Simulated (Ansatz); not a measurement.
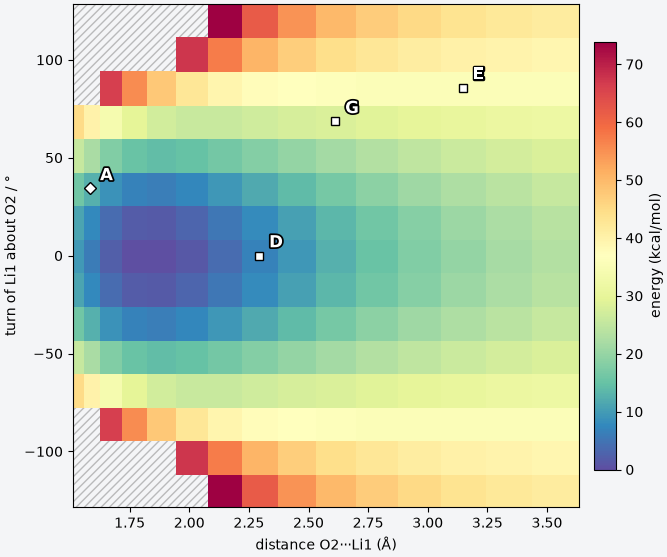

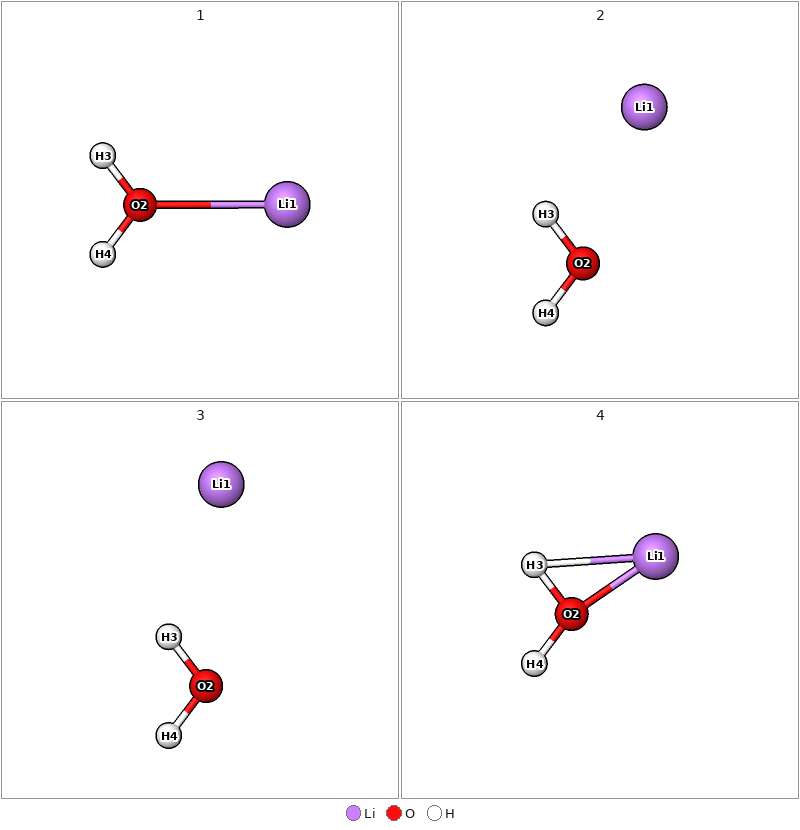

H2LiO, charge +1. The turn is about an axis along (0.98, −0.22, 0.01) in the frame of the relaxed pair, normal to the line between the partners. First axis: distance O2···Li1. Second axis: turn of Li1 about O2. The grid has 15 × 15 points; 107 points were computed and 92 follow by symmetry. At 26 points there is no value (left out of the scan, as a rule where atoms come close). Points are written as (first, second). Energies are in kcal/mol, from the lowest grid point. Method: RKS PBE0-D4/def2-TZVPD in Ansatz 0.2.0.

The picture shows one coloured cell a grid point, hatched blanks where no value was computed, lettered points. The numbered pictures are the structures at these points, in random order.

Which structure belongs to which point?

A is structure 4: (1.585 Å, 34.3°), 12.6 kcal/mol; D is structure 1: (2.294 Å, 0.0°), 6.7 kcal/mol; E is structure 3: (3.148 Å, 85.7°), 35.6 kcal/mol; G is structure 2: (2.613 Å, 68.6°), 28.1 kcal/mol.
